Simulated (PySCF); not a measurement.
**ClGeH, triplet, SMILES `[Cl][GeH]`: what the electrons do**

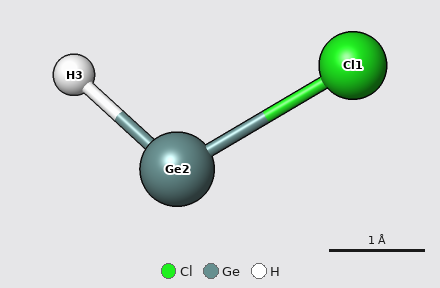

The molecule, with its atoms numbered as below. No frequency check shows the geometry to be a minimum.

Geometry (Å), atoms numbered from 1:

```
Cl1     -1.4437   -0.0228    0.0000
Ge2      0.7262    0.0574    0.0000
H3       1.3057   -1.4499    0.0000
```

Part 1: Bonding charge

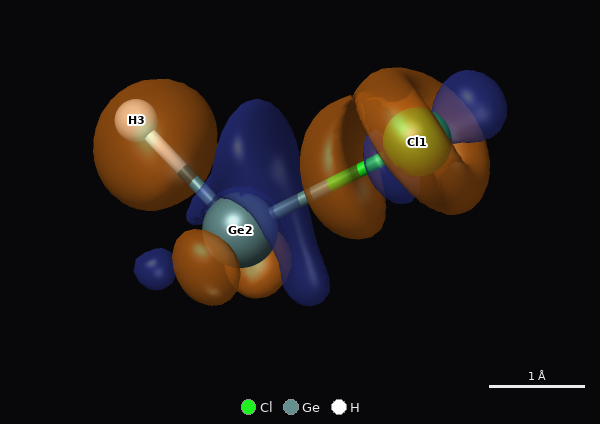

Deformation density (molecule less spherical, spin-averaged free atoms at the same positions), surfaces at ±0.04 e/Å³; orange: gain, blue: loss.

PySCF calculation, ωB97X/def2-TZVP, gas phase; geometry: GFN2-xTB. The stability of the open-shell solution wasn't checked. This spin state may not be the molecule's ground state. GFN2-xTB doesn't know the spin state, so this open-shell geometry is rough.

Question: Describe the bonding that the map shows.

Answer: Ge2–H3: +0.21 e/Å³ at the bond critical point (bond length 1.61 Å, Mayer order 0.9). Cl1–Ge2: +0.07 e/Å³ at the bond critical point (bond length 2.17 Å, Mayer order 1.1). In all, 0.6 electrons gather in the regions of gain relative to the promolecule. A small or negative value marks a very polar bond, one between electron-rich atoms, whose free-atom densities already overlap strongly, a long bond to a heavier atom, or a closed-shell contact such as a hydrogen bond.

Part 2: Bond critical points

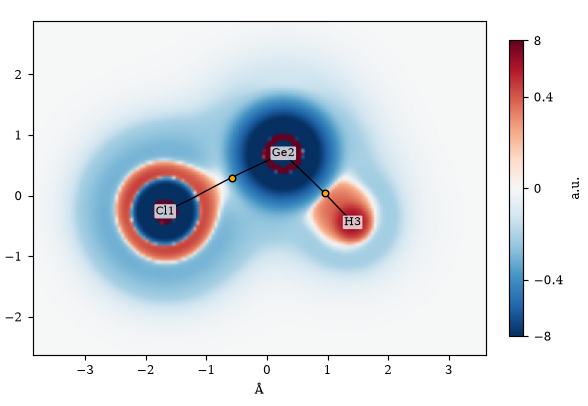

Negative Laplacian of the density (−∇²ρ) in the molecular plane (red positive, blue negative, colour scale in a.u., logarithmic beyond ±0.04), with bond paths and bond critical points (dots).

Question: Sort the bonds in the plane by the sign of ∇²ρ at their critical points.

Answer: At none is it concentrated. Depleted (∇²ρ > 0): Ge2–H3 (0.00 a.u., H = −0.060); Cl1–Ge2 (+0.17 a.u., H = −0.042).

Question: Where along Ge2–H3 does the critical point lie?

Answer: 0.95 Å from Ge2 and 0.66 Å from H3.

Part 3: Local ionisation energy

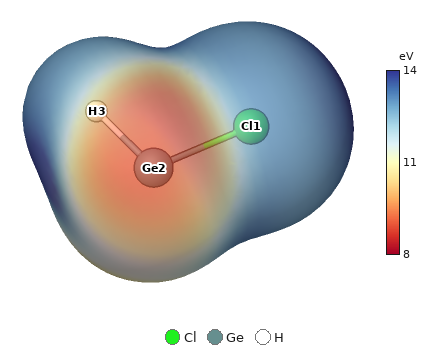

Average local ionisation energy on the surface of electron density 0.001 a.u.

Question: Where are the most loosely bound electrons on this surface?

Answer: The lowest value is 8.8 eV, off the molecular plane, over Ge2 (2.5 Å), and at like points elsewhere. Further minima include 12.8 eV, off the molecular plane, over Cl1 (2.1 Å), and at like points elsewhere. For comparison, the highest occupied orbital lies at −7.5 eV.

Question: What volume does the surface enclose, and what is the dipole moment?

Answer: About 83 Å³; the dipole moment is 1.7 D.

Part 4: Spin density

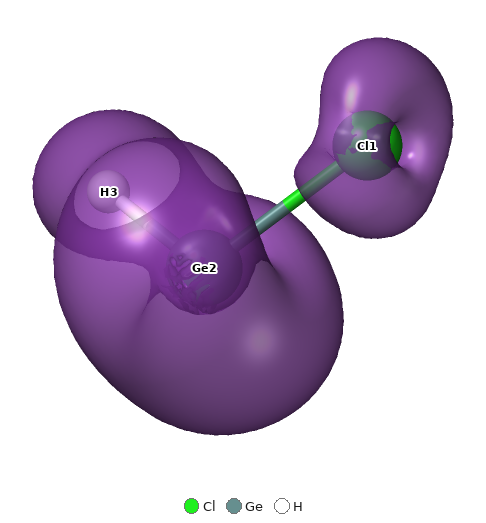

Spin density ρα − ρβ at ±0.03 e/Å³ (purple: excess α, green: excess β).

Question: Where is the unpaired spin?

Answer: Hirshfeld spin populations: Ge2 +1.49, H3 +0.26 and Cl1 +0.25. ⟨S²⟩ = 2.01, as for a pure state.

Part 5: In an electric field

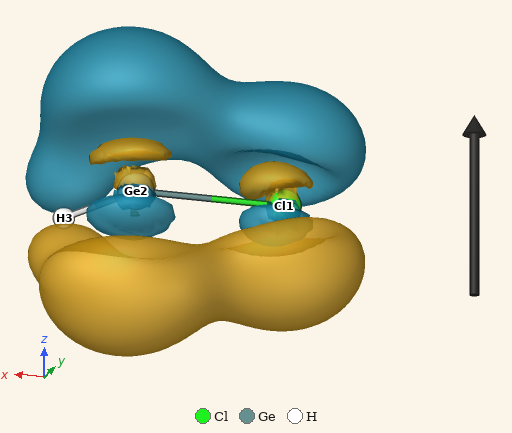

Change of the electron density in a uniform field of 0.21 V/Å along +z (arrow), surfaces at ±0.001 e/Å³ (yellow: gain, teal: loss).

Computed with PySCF, PBE0/def2-SVPD, geometry: GFN2-xTB. The stability of the open-shell solution wasn't checked. This spin state may not be the molecule's ground state. GFN2-xTB doesn't know the spin state, so this open-shell geometry is rough.

The field was applied in both directions; the picture shows the one opposite to the script's first.

Question: What dipole is induced, and what polarisability does it imply?

Answer: The induced dipole is 0.46 D (along the field); α along this axis, from the fields in both directions, is 45 bohr³ (6.7 Å³).
